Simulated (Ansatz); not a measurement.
**A computed series for hypothetical zinc blende TlBr: pressure series**

Take TlBr in the zinc blende structure (space group F-43m, No. 216; a = 7.5018 Å; a hypothetical phase, not in the database extracts checked) as the base.

Cell and atoms are relaxed at each pressure.

Computed with plane-wave PAW DFT at the PBE level (Ansatz, a quantum-chemistry and plane-wave program, 420 eV), without spin-orbit coupling.

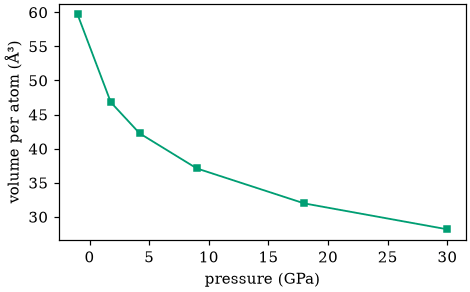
Figure: Volume against pressure

Task: Estimate the zero-pressure bulk modulus from the plot.

Result: About 11 GPa; a third-order Birch–Murnaghan fit to the points gives V₀ = 52.86 Å³/atom, B₀ = 11 GPa and B₀′ = 4.4.

Load acts through the strain it causes; cell and atoms are relaxed under it. No phonon test of stability was made. No other phases were tried under pressure.
